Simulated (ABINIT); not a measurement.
**CsGeCl3 (R3m): G0W0 with ABINIT, start to end**

How does a plane-wave GW calculation on CsGeCl3 (R3m) run from the first input to the gap?

Method: LDA and many-body steps on it, plane waves, in ABINIT 10.8.3.

## Step 1: Starting point

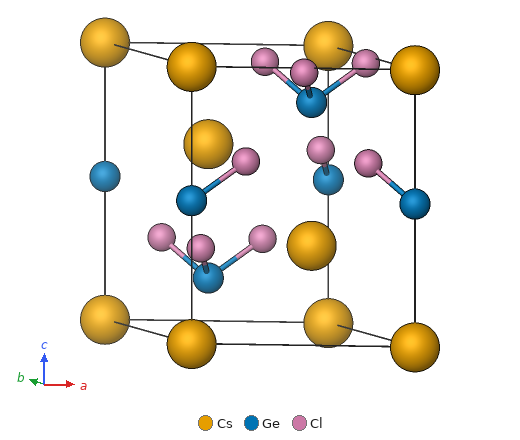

The cell as given, slightly off an axis (caesium orange, germanium blue, chlorine pink). This picture shows the conventional cell, with its axes. Bonds to atoms that aren't drawn are left out. Some periodic images of atoms are drawn too.

The cell and positions are those that the Materials Project relaxed with its own functionals (PBE, PBE+U or r2SCAN), kept fixed. Spin-orbit coupling is left out unless a step names it.

## Step 2: Ground state

This step: ABINIT 10.8.3; DFT, LDA, plane waves, norm-conserving pseudopotentials.

The ground-state density comes first.

run.abi reads:

```
acell 3*1.0 Angstrom
rprim 
  3.846816390705 2.220960478697 3.178300533600
  -3.846816390705 2.220960478697 3.178300533600
  0.000000000000 -4.441920957394 3.178300533600
ntypat 3
znucl 55 32 17
natom 5
typat 1 2 3 3 3
xred 
  0.998403350000 0.998403350000 0.998403350000
  0.515533150000 0.515533150000 0.515533150000
  0.496712670000 0.496712670000 0.948638170000
  0.496712670000 0.948638170000 0.496712670000
  0.948638170000 0.496712670000 0.496712670000
pp_dirpath "pseudos"
pseudos "Cs.upf, Ge.upf, Cl.upf"
ecut 56
ngkpt 4 4 4
nshiftk 1
shiftk 0 0 0
kptopt 1
chksymbreak 0
nband 32
occopt 1
tolvrs 1e-10
nstep 60
prtwf 0
optforces 0
optstress 0
indata_prefix "in"
outdata_prefix "out"
tmpdata_prefix "tmp"
```

On the command line:

```sh
> OMP_NUM_THREADS=1 mpirun -n 8 abinit run.abi > log
```

Numbers of over 12 decimals in the logs are rounded to 6 here.

Log:

```text
.Version 10.8.3 of ABINIT. v10.8.2 released Aug 2026.

 Symmetries : space group R3 m (#160); Bravais hR (rhombohedral)
================================================================================
 Values of the parameters that define the memory need of the present run
     intxc =       0    ionmov =       0      iscf =       7    lmnmax =       8
     lnmax =       8     mgfft =      72  mpssoang =       4    mqgrid =    3477
     natom =       5  nloc_mem =       1    nspden =       1   nspinor =       1
    nsppol =       1      nsym =       6    n1xccc =    2501    ntypat =       3
    occopt =       1   xclevel =       1
-    mband =          32        mffmem =           1         mkmem =           2
       mpw =       22022          nfft =      373248          nkpt =          13
================================================================================
  Rough estimation (10% accuracy) of disk space for files :
================================================================================

--------------------------------------------------------------------------------
------------- Echo of variables that govern the present computation ------------
--------------------------------------------------------------------------------
 -outvars: echo values of preprocessed input variables --------
            acell      1.8897261259E+00  1.8897261259E+00  1.8897261259E+00 Bohr

      chksymbreak           0
             ecut      5.60000000E+01 Hartree
-          fftalg         312

              ixc       -1012
              kpt      0.00000000E+00  0.00000000E+00  0.00000000E+00
                       2.50000000E-01  0.00000000E+00  0.00000000E+00
                       5.00000000E-01  0.00000000E+00  0.00000000E+00
                       2.50000000E-01  2.50000000E-01  0.00000000E+00
                       5.00000000E-01  2.50000000E-01  0.00000000E+00
                      -2.50000000E-01  2.50000000E-01  0.00000000E+00
                       5.00000000E-01  5.00000000E-01  0.00000000E+00
                       2.50000000E-01  2.50000000E-01  2.50000000E-01
                       5.00000000E-01  2.50000000E-01  2.50000000E-01
                      -2.50000000E-01  2.50000000E-01  2.50000000E-01
                       5.00000000E-01  5.00000000E-01  2.50000000E-01
[...]
kptrlatt        4    0    0      0    4    0      0    0    4
          kptrlen      4.12859144E+01
P           mkmem           2
            natom           5
            nband          32
            ngfft          72      72      72
             nkpt          13
            nstep          60
             nsym           6
           ntypat           3
              occ      2.000000  2.000000  2.000000  2.000000  2.000000  2.000000
                       2.000000  2.000000  2.000000  2.000000  2.000000  2.000000
                       2.000000  2.000000  2.000000  2.000000  2.000000  2.000000
                       2.000000  2.000000  2.000000  2.000000  2.000000  2.000000
                       2.000000  2.000000  0.000000  0.000000  0.000000  0.000000
                       0.000000  0.000000
        optforces           0
        optstress           0
            prtwf           0
            rprim      3.8468163907E+00  2.2209604787E+00  3.1783005336E+00
[...]
spgroup         160

           tolvrs      1.00000000E-10

             xred      9.9840335000E-01  9.9840335000E-01  9.9840335000E-01
[...]
znucl       55.00000   32.00000   17.00000

================================================================================

 chkinp: Checking input parameters for consistency.

================================================================================
== DATASET  1 ==================================================================
-   mpi_nproc: 8, omp_nthreads: 1 (-1 if OMP is not activated)
-    --> not optimal distribution: autoparal keyword recommended in input file <--

--- !DatasetInfo
iteration_state: {dtset: 1, }
dimensions: {natom: 5, nkpt: 13, mband: 32, nsppol: 1, nspinor: 1, nspden: 1, mpw: 22022, }
cutoff_energies: {ecut:  56.0, pawecutdg:  -1.0, }
electrons: {nelect:   5.20000000E+01, charge:   0.00000000E+00, occopt:   1.00000000E+00, tsmear:   1.00000000E-02, }

 Real(R)+Recip(G) space primitive vectors, cartesian coordinates (Bohr,Bohr^-1):
 R(1)=  7.2694294  4.1970070  6.0061176  G(1)=  0.0687812  0.0397108  0.0554990
 R(2)= -7.2694294  4.1970070  6.0061176  G(2)= -0.0687812  0.0397108  0.0554990
 R(3)=  0.0000000 -8.3940141  6.0061176  G(3)=  0.0000000 -0.0794217  0.0554990
 Unit cell volume ucvol=  1.0994743E+03 bohr^3
 Angles (23,13,12)=  8.95462282E+01  8.95462282E+01  8.95462282E+01 degrees

 getcut: wavevector=  0.0000  0.0000  0.0000  ngfft=  72  72  72
         ecut(hartree)=     56.000   => boxcut(ratio)=   2.07090

--- Pseudopotential description ------------------------------------------------
- Cs Generated using ONCVPSP code by D. R. Hamann
- 55.00000   9.00000  201201                  znucl, zion, pspdat
12 -1012 3 -1 2328                            pspcod,pspxc,lmax,lloc,mmax
     nproj     2     2     2     2
  pspatm : epsatm=   21.68725381
         --- l  ekb(1:nproj) -->
[...]
pspatm: atomic psp has been read  and splines computed

- Ge Generated using ONCVPSP code by D. R. Hamann
- 32.00000  22.00000  201201                  znucl, zion, pspdat
12 -1012 2 -1 1524                            pspcod,pspxc,lmax,lloc,mmax
     nproj     2     2     2     0
  pspatm : epsatm=   22.63792625
         --- l  ekb(1:nproj) -->
[...]
pspatm: atomic psp has been read  and splines computed

- Cl Generated using ONCVPSP code by D. R. Hamann
- 17.00000   7.00000  180309                  znucl, zion, pspdat
12 -1012 2 -1 1016                            pspcod,pspxc,lmax,lloc,mmax
     nproj     2     2     2     0
  pspatm : epsatm=    8.88507506
         --- l  ekb(1:nproj) -->
[...]
pspatm: atomic psp has been read  and splines computed

   3.69098107E+03                                ecore*ucvol(ha*bohr**3)
--------------------------------------------------------------------------------

_setup2: Arith. and geom. avg. npw (full set) are   22005.797   22005.792

================================================================================

--- !BeginCycle
iteration_state: {dtset: 1, }
solver: {iscf: 7, nstep: 60, nline: 4, wfoptalg: 0, }
tolerances: {tolvrs: 1.00E-10, }

     iter   Etot(hartree)      deltaE(h)  residm     vres2
 ETOT  1  -346.58757703577    -3.466E+02 7.487E-01 1.296E+04
 ETOT  2  -350.05068106251    -3.463E+00 7.253E-02 2.125E+04
 ETOT  3  -352.09636133415    -2.046E+00 2.292E-02 2.404E+03
 ETOT  4  -352.19794956111    -1.016E-01 1.144E-02 1.559E+03
 ETOT  5  -352.28680674604    -8.886E-02 1.210E-03 5.763E+02
 ETOT  6  -352.31205484195    -2.525E-02 2.829E-03 2.739E+02
 ETOT  7  -352.33135855306    -1.930E-02 2.152E-03 2.933E+01
 ETOT  8  -352.33343579133    -2.077E-03 1.104E-03 1.773E+00
 ETOT  9  -352.33356807167    -1.323E-04 2.420E-04 4.910E-02
 ETOT 10  -352.33357261829    -4.547E-06 1.342E-04 1.193E-04
 ETOT 11  -352.33357264590    -2.761E-08 4.881E-05 1.355E-05
 ETOT 12  -352.33357264746    -1.556E-09 7.703E-05 1.283E-06
 ETOT 13  -352.33357264757    -1.106E-10 2.707E-05 3.106E-07
 ETOT 14  -352.33357264754     3.121E-11 4.123E-05 3.429E-08
 ETOT 15  -352.33357264755    -1.467E-11 1.462E-05 1.171E-09
 ETOT 16  -352.33357264756    -1.262E-11 2.139E-05 6.867E-11

 At SCF step   16       vres2   =  6.87E-11 < tolvrs=  1.00E-10 =>converged.

--- !ResultsGS
iteration_state: {dtset: 1, }
comment   : Summary of ground state results
lattice_vectors:
- [  7.2694294,   4.1970070,   6.0061176, ]
- [ -7.2694294,   4.1970070,   6.0061176, ]
- [  0.0000000,  -8.3940141,   6.0061176, ]
lattice_lengths: [  10.32148,   10.32148,   10.32148, ]
lattice_angles: [ 89.546,  89.546,  89.546, ] # degrees, (23, 13, 12)
lattice_volume:   1.0994743E+03
convergence: {deltae: -1.262E-11, res2:  6.867E-11, residm:  2.139E-05, diffor:  0.000E+00, }
etotal    :  -3.52333573E+02
entropy   :   0.00000000E+00
fermie    :   7.19808040E-02
cartesian_stress_tensor: null
pressure_GPa: null
xred      :
- [  9.9840E-01,   9.9840E-01,   9.9840E-01, Cs]
- [  5.1553E-01,   5.1553E-01,   5.1553E-01, Ge]
- [  4.9671E-01,   4.9671E-01,   9.4864E-01, Cl]
- [  4.9671E-01,   9.4864E-01,   4.9671E-01, Cl]
- [  9.4864E-01,   4.9671E-01,   4.9671E-01, Cl]
cartesian_forces: null
force_length_stats: {min: null, max: null, mean: null, }

 Integrated electronic density in atomic spheres:
 ------------------------------------------------
 Atom  Sphere_radius  Integrated_density
[...]
================================================================================

 ----iterations are completed or convergence reached----

 Mean square residual over all n,k,spin=   12.381E-08; max=  21.385E-06
 reduced coordinates (array xred) for    5 atoms
       0.998403350000      0.998403350000      0.998403350000
       0.515533150000      0.515533150000      0.515533150000
       0.496712670000      0.496712670000      0.948638170000
       0.496712670000      0.948638170000      0.496712670000
       0.948638170000      0.496712670000      0.496712670000
 rms dE/dt=  0.0000E+00; max dE/dt=  0.0000E+00; dE/dt below (all hartree)
    1       0.000000000000      0.000000000000      0.000000000000
    2       0.000000000000      0.000000000000      0.000000000000
    3       0.000000000000      0.000000000000      0.000000000000
    4       0.000000000000      0.000000000000      0.000000000000
    5       0.000000000000      0.000000000000      0.000000000000

 cartesian coordinates (angstrom) at end:
    1      0.000000     0.000000     9.519678
    2     -0.000000     0.000000     4.915558
    3     -0.000000    -2.007417     6.172461
    4     -1.738474     1.003709     6.172461
    5      1.738474     1.003709     6.172461
 length scales=  1.889726125908  1.889726125908  1.889726125908 bohr
              =  1.000000000000  1.000000000000  1.000000000000 angstroms
 prteigrs : about to open file out_EIG
 Fermi (or HOMO) energy (hartree) =   0.07198   Average Vxc (hartree)=  -0.31317
 Eigenvalues (hartree) for nkpt=  13  k points:
 kpt#   1, nband= 32, wtk=  0.01563, kpt=  0.0000  0.0000  0.0000 (reduced coord)
  -5.91010   -3.98668   -3.98668   -3.98531   -0.83432   -0.83432   -0.83292   -0.83292
  -0.83209   -0.70671   -0.49768   -0.46637   -0.46637   -0.22011   -0.21994   -0.21994
  -0.19166   -0.11039   -0.11039   -0.07877   -0.02980   -0.02980   -0.02316   -0.01935
  -0.01935   -0.01249    0.19037    0.22266    0.22266    0.24897    0.25604    0.25604
 prteigrs : prtvol=0 or 1, do not print more k-points.

--- !EnergyTerms
iteration_state     : {dtset: 1, }
comment             : Components of total free energy in Hartree
kinetic             :  1.55265084471928E+02
hartree             :  1.71757397259519E+02
xc                  : -4.72943808514302E+01
Ewald energy        : -1.32965180889418E+02
psp_core            :  3.35704154996994E+00
local_psp           : -4.40977509055586E+02
non_local_psp       : -6.14760251325445E+01
total_energy        : -3.52333572647563E+02
total_energy_eV     : -9.58748493273925E+03
band_energy         : -5.08413946303592E+01

== END DATASET(S) ==============================================================
================================================================================

 -outvars: echo values of variables after computation  --------
           etotal     -3.5233357265E+02
            nband          32
             nkpt          13
          spgroup         160
 [... the other variables as echoed above ...]

 Calculation completed.
```

Wall time 90 s (8 MPI ranks of Arm Neoverse V2, shared host); peak memory 1.3 GiB; 12 min of CPU time.

Numbers from this step:

```
total energy               : -9587.4849 eV
gap                        : 1.977 eV
k of the valence top       : 0.5, 0.5, 0.5
k of the conduction bottom : 0.5, 0.5, 0.5
least direct gap           : 1.977 eV
```

The gap is direct, at (0.500, 0.500, 0.500).

(Continued in part 2 of 3.)

[Paths, hosts, dates, memory and timing lines, banners, echoed tables and standing remarks are left out of the program output.]

[Logs are printed without paths, hosts, clocks, repeated set-up lines and the standing remarks that a program may print on its own settings, such as how far it seeks lower states.]

[Runs of the session that timed out or met a known fault of the program may be left out.]

[Hosts, paths, dates, database ids (printed as entryN), source tags and the programs' standing remarks are cut or masked in the printed files.]

[G0W0 gaps are taken among the corrected bands and points alone; a level outside them can change the order at an edge.]

[Where Ansatz stands beside ABINIT at settings called matched, ABINIT's density can come from a denser mesh and the files from another edition; pairs whose starting gaps differed by over 0.03 eV were left out, so agreement reads better than it is.]
